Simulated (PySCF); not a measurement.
C$_{4}$H$_{10}$O$_{3}$Si$_{2}$

Input file:

```
{"job": {"kind": "nmr", "xc": "PBE0", "basis": "pcSseg-1"}, "charge": 0, "multiplicity": 1}
C      3.166755     2.240726    -0.380026
C      2.867072     1.108482    -0.106255
Si     2.391146    -0.637401     0.320041
O      0.918771    -0.928871    -0.287843
Si    -0.685267    -0.790955    -0.362648
O     -1.255430    -1.794699     0.759816
C     -2.588569    -2.006619     1.120091
O     -1.221501     0.694928     0.004464
C     -0.792931     1.913221    -0.534917
H      3.431254     3.231332    -0.620074
H      2.388270    -0.769589     1.776867
H      3.256097    -1.576290    -0.393439
H     -1.013906    -1.173301    -1.729769
H     -3.094895    -2.601598     0.356047
H     -2.598563    -2.551295     2.065044
H     -3.118907    -1.060657     1.237880
H     -1.208328     2.713714     0.078522
H     -1.148811     2.021795    -1.562140
H      0.297939     1.976330    -0.531093
```

Launched as:

```sh
OMP_NUM_THREADS=1 python probes_run.py task.json out
```

Geometry: GFN2-xTB.

The calculation used PySCF, PBE0/pcSseg-1, SCF density, gas phase, non-relativistic.

Q: What will maps of the electron density and electron localisation function show?

A: C–C (1.20 Å): the density is about 2.8 e/Å³ at the midpoint; the ELF peaks at about 0.85 between the atoms; a multiple bond.
C–O (1.40 Å): the density is about 2 e/Å³ at the midpoint, with its minimum of 1.7 e/Å³ about 0.5 Å from C; the ELF peaks at about 0.90 between the atoms, as expected for a polar covalent bond.

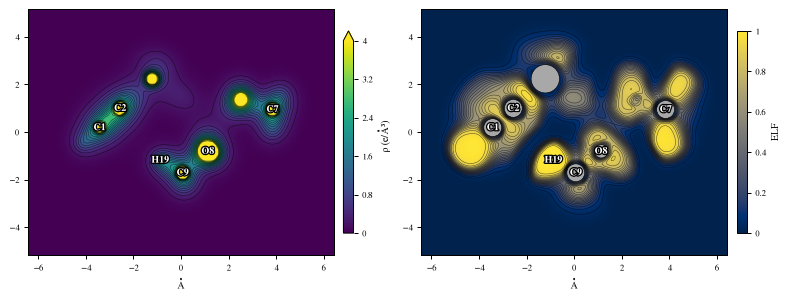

Computed electron density and electron localisation function on the plane of atoms O8, C9 and H19, in this order. Grey discs cover the atomic cores in the ELF map. 
